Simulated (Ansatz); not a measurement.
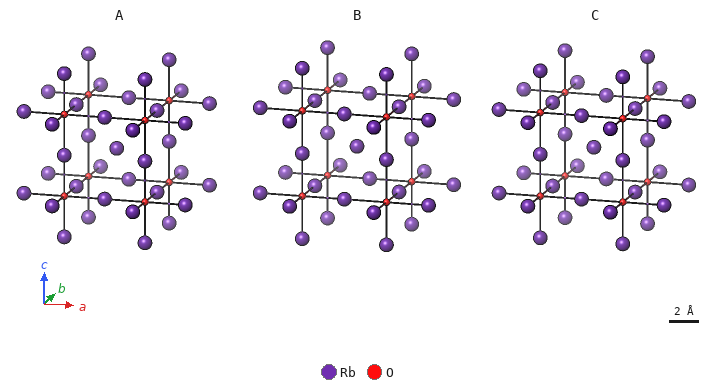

3 geometries from one relaxation of solid Rb$_{4}$O (a generated structure, set up in Pm-3m) (coarse preliminary run), in shuffled order. Style: ball-and-stick. Shown: the cell of the calculation, slightly off an axis.

All numbers below come from DFT PBE, scalar-relativistic, plane waves, PAW in Ansatz. Set-up: plane-wave cutoff 420 eV; k-point mesh 4 × 4 × 4; occupations gaussian; smearing width 0.1 eV; no spin polarisation; cell and atoms relaxed; force threshold 0.04 eV/Å; at most 70 steps.

Order the frames from highest to lowest energy.

Answer. A, C, B. They are steps 0, 1, 3, at +30.9 meV per atom, +10.2 meV per atom relative to the last. After 2 accepted moves (3 points after the start) the energy has fallen by 30.9 meV per atom. All forces vanish by symmetry, so only the cell relaxes. The pressure goes from 1.73 to 0.23 GPa. The SCF was repeated once at an unchanged geometry on a basis and grid sized afresh for the cell, which shifted the energy by 4.0 meV per atom at most. No atom moves by more than 0.005 Å relative to the cell. The drawn cell changes as follows: a = b = c 5.867 → 6.121 Å (+4.3 %); the volume changes by +13.6 %. Near-neighbour distances that change, for instance: O–Rb 2.934 → 3.061 Å. The space group stays Pm-3m (No. 221). The run took 27 s on 1 thread of Arm Neoverse N1, on a shared host, peak memory 0.41 GiB.
